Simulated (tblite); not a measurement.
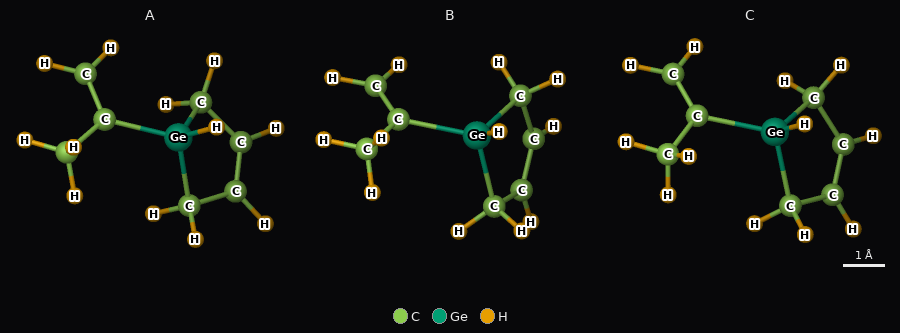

3 geometries from one relaxation of C7H12Ge, in shuffled order. Style: ball-and-stick. Shown at a tilt.

Computed with GFN2-xTB geometry optimisation, gas phase in tblite 0.8.0. 

Order the frames from highest to lowest energy.

A, C, B. They are steps 0, 63, 141, at +18.3 kcal/mol, +0.41 kcal/mol relative to the last. The energy falls by 18.3 kcal/mol in 141 geometry steps. The largest move after the best rigid fit is that of an H atom, 1.46 Å. By element the largest moves are H 1.46 Å, C 0.64 Å, Ge 0.09 Å. Near-neighbour distances that change, for instance: C–Ge 1.893 → 1.978 Å, C–Ge 1.933 → 1.995 Å, C–H 1.140 → 1.082 Å, C–C 1.272 → 1.323 Å. Bond angles that change, for instance: C–Ge–C 106.8° → 116.6°, C–Ge–H 117.0° → 108.6°, C–C–Ge 123.6° → 115.6°. Groups turn about C–Ge by about 45°, C–Ge by about 45°, C–C by about 40°. The run took 2.3 s on 1 thread of Intel(R) Xeon(R) Processor @ 2.70GHz, with other jobs on the host.
